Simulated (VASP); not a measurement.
Band structure of CuZn (CsCl type). Method: revPBE GGA, VASP's PBE PAW potentials (set 64) (plane waves; VASP 6.6.1).

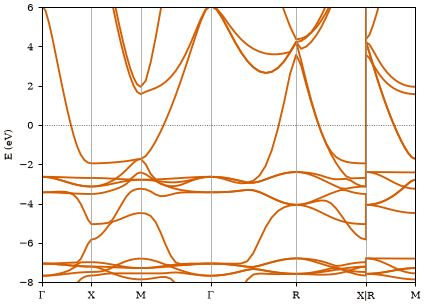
Figure: Bands along high-symmetry lines, zero at the valence-band maximum or, without a gap, the Fermi level

### Question
Read the plot: is there a gap, and where are the band edges?

### Answer
It has no gap at this level: it comes out as a metal or semimetal. (Edges off the drawn lines would not show.)

The compound is CuZn in the CsCl type structure. It was relaxed first. The electron count is odd and the run is not spin-polarised, which forces a metal.
